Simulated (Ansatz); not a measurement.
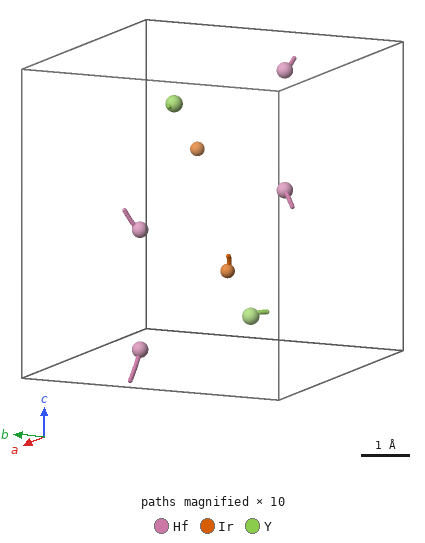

Molecular dynamics of an 8-atom cell of YHf$_{2}$Ir, 30 fs long. Dots mark each atom's position at evenly spaced times, in the colour of its element; spheres stand at the starting positions. The excursions are magnified 10 times. Seen from a free direction in the simulation cell.

Method: Ansatz 0.2.0, DFT, PAW plane waves, PBE. Run with plane-wave cutoff 420 eV; k-point mesh 4 × 3 × 2; Fermi-Dirac smearing 0.1 eV; constant energy (NVE); velocities drawn for 100 K; time step 1.5 fs.

The input:
```yaml
crystal:
  lattice:
    - [4.29334, 0.0, 0.0]
    - [2.14667, -5.222473, 0.0]
    - [0.0, 0.0, -6.880153]
  atoms:
    - { symbol: Hf, position: [0.356, 0.288, 0.944] }
    - { symbol: Hf, position: [0.644, 0.712, 0.444] }
    - { symbol: Hf, position: [0.644, 0.712, 0.056] }
    - { symbol: Hf, position: [0.356, 0.288, 0.556] }
    - { symbol: Ir, position: [0.791, 0.418, 0.75] }
    - { symbol: Ir, position: [0.209, 0.582, 0.25] }
    - { symbol: "Y", position: [0.072, 0.856, 0.75] }
    - { symbol: "Y", position: [0.928, 0.144, 0.25] }
kpoints:
  mp_grid: { grid: [4, 3, 2] }
magnetization:
  spin_polarized: false
scf:
  occupations: { method: fermi_dirac, width: 0.1 }
hamiltonian:
  pseudopotentials: { kind: paw }
  xc: pbe
basis:
  ecutwfc: 420
md:
  timestep: 1.5
  n_steps: 20
  ensemble: nve
  temperature: 100.0
  initial_velocities: maxwell_boltzmann
  seed: 25693
```

Command:
```bash
ansatz run input.yaml --threads 2 --pin off --max-ram 2560MiB --backend cpu --events-out ev --progress --plain --runs-dir out
```

**What do the traces tell about the motion?**

In the second half of the run the atoms are, in the root-mean-square, this far from where they began (common drift taken out): Hf 0.04 Å, Ir 0.04 Å, Y 0.02 Å. The run lasts only 30 fs, too short to tell vibration from diffusion. The total energy stays between −0.019 and 0 meV per atom of its start. A straight-line fit has a slope that amounts to −0.02 meV per atom over 30 fs (under 0.1 % of the mean kinetic energy), and the ripple about it is under 0.1 % of the kinetic energy's fluctuation. With a drift under 2 % and a ripple under 7 %, the integration is accurate.

Limits of the set-up: the k-point mesh is coarse for a cell with partly filled bands.

The run took 4.1 min on 2 threads of Arm Neoverse N1, with other jobs on the host, peak memory 0.65 GiB.
